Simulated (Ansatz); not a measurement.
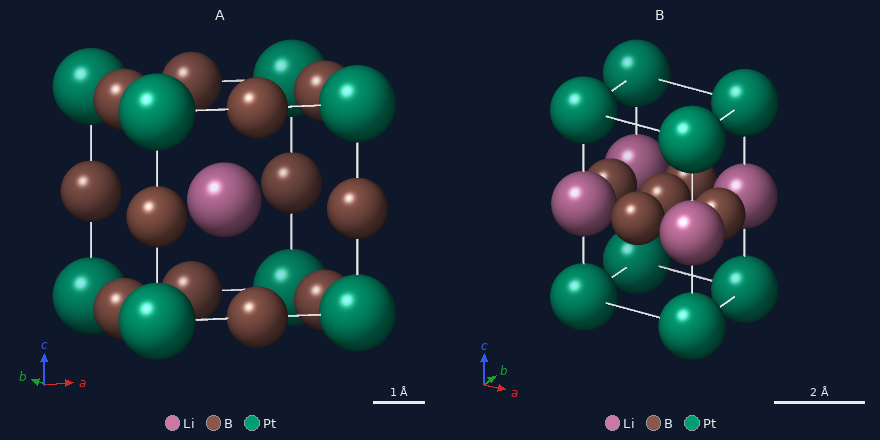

Two structures of LiB3Pt, each relaxed to rest (conventional cells in solid outline, small ones repeated, not to one scale). Method: Ansatz, DFT PBE, scalar-relativistic, plane waves, PAW, without spin polarisation.

Question: What structure does each panel show?

Answer: A: 5 atoms a cell on a primitive cubic lattice, Pm-3m. B: 5 atoms a cell on a primitive hexagonal lattice, P6/mmm.

Question: Which polymorph is favoured?

Answer: B is lower, by 56 meV/atom at this level of theory (energies at zero smearing). Volumes: A 14.2, B 10.1 Å³/atom.

One or both may be structure types tried for this composition rather than known phases.
